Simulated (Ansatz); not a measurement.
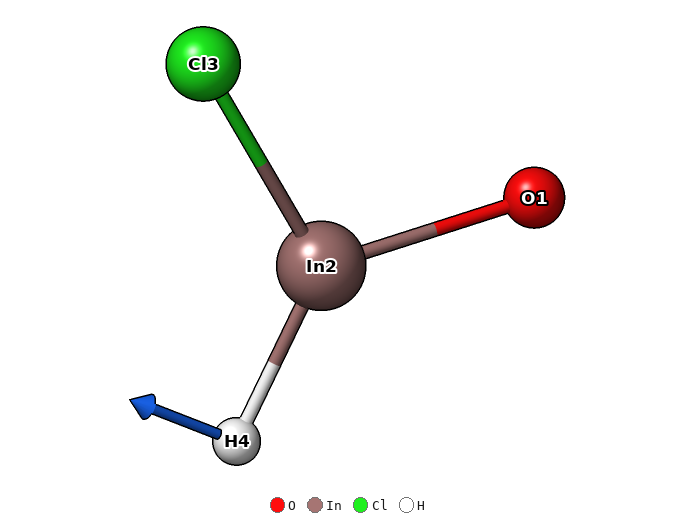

The arrows show one normal mode. Charge 0, doublet. Harmonic vibrations computed with UKS PBE0-D4/def2-TZVP, core potentials on In (Ansatz 0.2.0) at a stationary point of the same level.

### What kind of motion is it?

Mostly angle bending.

### Estimate its harmonic wavenumber.

431 cm⁻¹; it is mode 4 of 6 counted from the lowest.
